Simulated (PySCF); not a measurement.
Input file:

```
{"job": {"xc": "B97-2", "basis": "6-31G*", "kind": "nmr", "pop": true}, "charge": 0, "multiplicity": 1}
O     -1.831803    -2.041249     0.605294
N     -0.669901    -1.556283     0.404280
C      0.403023    -2.364122     0.503748
C      1.675638    -1.887642     0.296363
C      1.860800    -0.552031    -0.018942
C      0.757403     0.288420    -0.123079
Si     0.976397     2.126103    -0.549379
C     -0.509246    -0.239355     0.092836
B     -1.793484     0.672509    -0.019642
O     -1.537075     1.965853    -0.340933
O     -3.040365     0.230095     0.179456
H      0.183206    -3.390852     0.753449
H      2.511821    -2.564292     0.383848
H      2.853313    -0.163708    -0.183547
H      0.597267     2.992065     0.561379
H      2.445604     2.236439    -0.670000
H      0.435833     2.444626    -1.866048
H     -2.301698     2.537570    -0.415409
H     -3.026535    -0.724893     0.398865
```

Launched as:

```sh
OMP_NUM_THREADS=1 python ens_run.py task.json out
```

Geometry: GFN2-xTB.

Computed with PySCF, B97-2/6-31G*, SCF density, gas phase, non-relativistic.

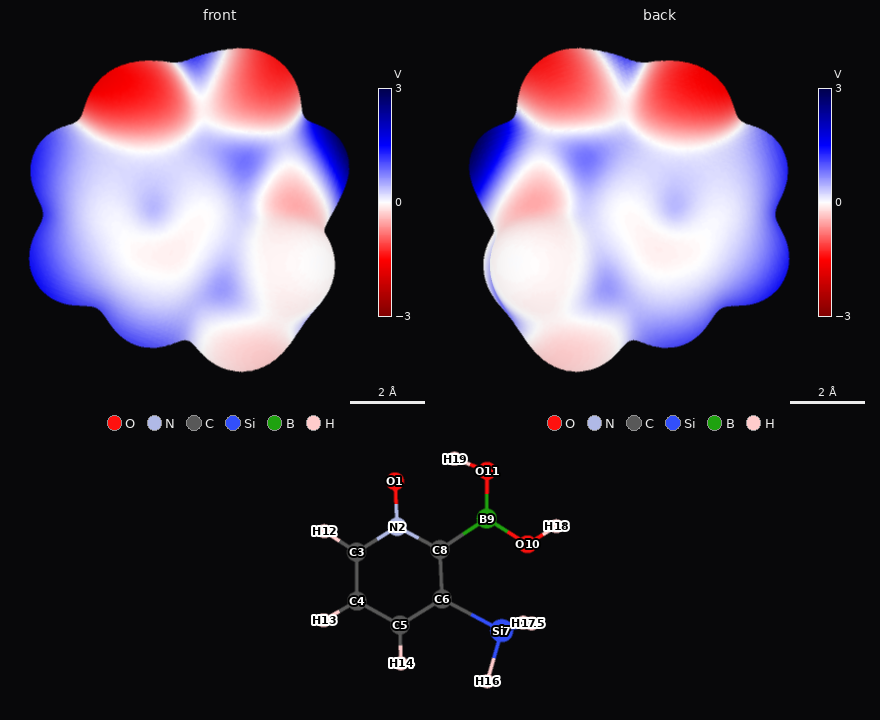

C5H8BNO3Si. The electrostatic potential painted on the density surface at 0.002 e/bohr³, seen from the front and from behind; red is negative and blue positive. The bare structure is drawn below in the same view.

Where is the surface potential most negative and most positive?

Answer. The most negative region (about −1.6 V) lies over O1, the most positive (about +2.7 V) over H18. O1 is the likeliest acceptor of a hydrogen bond.
